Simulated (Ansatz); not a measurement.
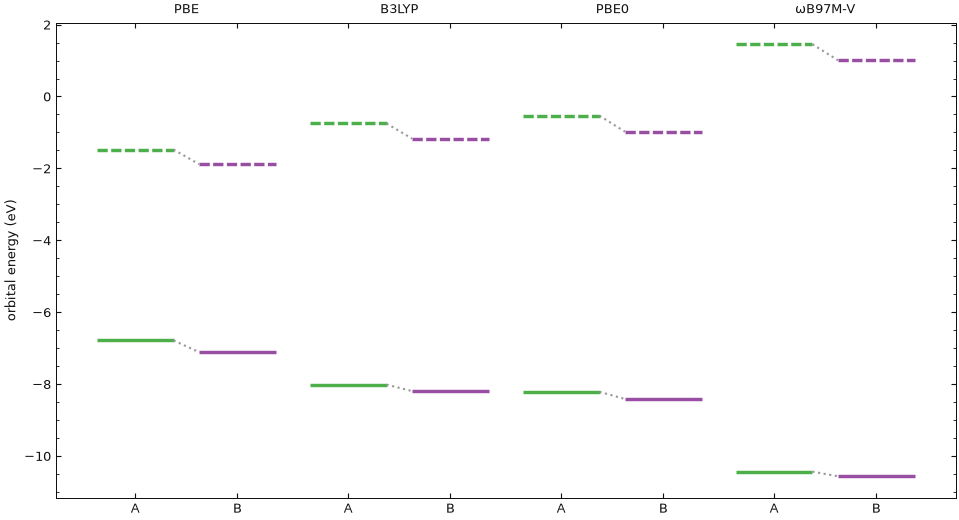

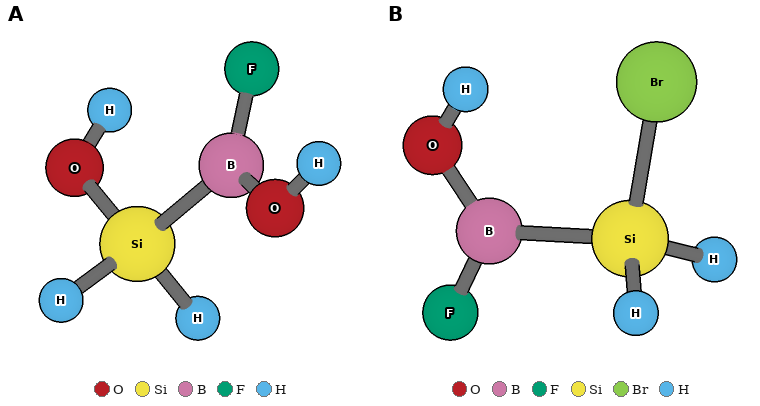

One change: A, BSiH₄O₂F (SMILES O[SiH2]B(O)F), becomes B, BSiH₃OBrF (SMILES OB(F)[SiH2]Br). OH on Si is replaced by Br. HOMO (solid) and LUMO (dashed) computed in def2-TZVPP at PBE0-D4/def2-TZVP geometries, both minima by their frequencies, gas phase, the Ansatz code. Empty levels above zero depend strongly on the basis.

Question: What does the change do to HOMO and LUMO?

Answer: PBE: the HOMO falls by 0.33 eV, the LUMO falls by 0.41 eV, and the separation goes from 5.31 to 5.23 eV. B3LYP: the HOMO falls by 0.18 eV, the LUMO falls by 0.42 eV, and the separation goes from 7.27 to 7.02 eV. PBE0: the HOMO falls by 0.20 eV, the LUMO falls by 0.44 eV, and the separation goes from 7.68 to 7.44 eV. ωB97M-V: the HOMO falls by 0.13 eV, the LUMO falls by 0.45 eV, and the separation goes from 11.89 to 11.57 eV.

Question: Do the functionals agree on the effect?

Answer: They agree on the direction for both levels; the HOMO shift lies between −0.33 and −0.13 eV and the LUMO shift between −0.45 and −0.41 eV, while the separations themselves differ by up to 6.6 eV between functionals.

Known limits of this run: one conformer of each flexible molecule.
